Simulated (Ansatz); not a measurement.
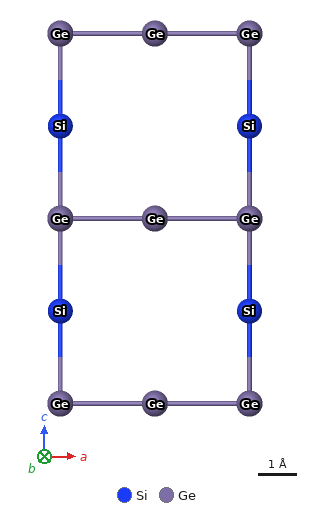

This is the input geometry for a relaxation of solid Si₂Ge₃ (a generated structure, set up in P4/mmm). Style: ball-and-stick. Shown: the cell of the calculation, repeated 1 × 1 × 2 with one cell outlined, along the b axis.

Method: DFT PBE, scalar-relativistic, plane waves, PAW (Ansatz 0.2.0).

Input file:
```yaml
crystal:
  lattice:
    - [5.096064311, 0.0, 0.0]
    - [0.0, 5.096064311, 0.0]
    - [0.0, 0.0, 4.9848421104]
  atoms:
    - { symbol: Si, position: [0.0, 0.0, 0.5] }
    - { symbol: Si, position: [0.5, 0.5, 0.0] }
    - { symbol: Ge, position: [0.0, 0.0, 0.0] }
    - { symbol: Ge, position: [0.0, 0.5, 0.0] }
    - { symbol: Ge, position: [0.5, 0.0, 0.0] }
basis:
  ecutwfc: 420
kpoints:
  mp_grid: { grid: [8, 8, 8] }
hamiltonian:
  xc: pbe
scf:
  occupations: { method: gaussian, width: 0.1 }
output:
  forces: true
  stress: true
  eigenvalues: true
  write_density: true
  write_potential: true
  elf: true
  volumetric_format: npy
relax:
  adjacent_minimum: "off"
  f_tol: 0.01
  max_steps: 80
  cell: { stress_tol: 0.05 }
```

Run as
```bash
ansatz run input.yaml --threads 1 --pin off --max-ram 2048MiB --backend cpu --events-out ev --progress --plain --runs-dir out
```

Q: Where does the relaxation end?

A: After 3 accepted moves (4 points after the start) the energy has fallen by 8.0 meV per atom. All forces vanish by symmetry, so only the cell relaxes. The pressure goes from 0.11 to 0.00 GPa. The SCF was repeated once at an unchanged geometry on a basis and grid sized afresh for the cell, which shifted the energy by less than 0.05 meV per atom at most. The atoms keep their places relative to the cell (all moves are under 0.005 Å). The volume changes by −0.3 %, with a = b 5.096 → 5.155 Å (+1.2 %), c 4.985 → 4.858 Å (−2.5 %). Among the contacts that change: Si1–Ge3 2.492 → 2.429 Å, Si2–Ge4 2.548 → 2.578 Å, Ge3–Ge4 2.548 → 2.578 Å. The space group stays P4/mmm (No. 123).

Final geometry:

```
Si Ge
1.0
     5.15548    0.00000    0.00000
     0.00000    5.15548    0.00000
     0.00000    0.00000    4.85779
Si Ge
2 3
Direct
  0.00000 0.00000 0.50000
  0.50000 0.50000 0.00000
  0.00000 0.00000 0.00000
  0.00000 0.50000 0.00000
  0.50000 0.00000 0.00000
```

The end point in the same view:

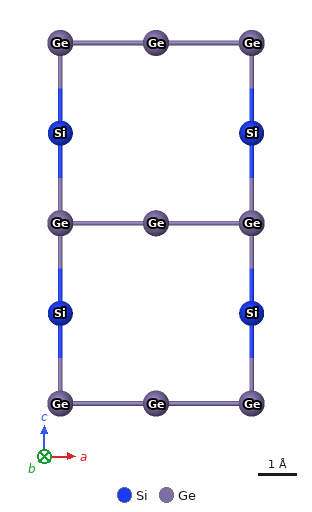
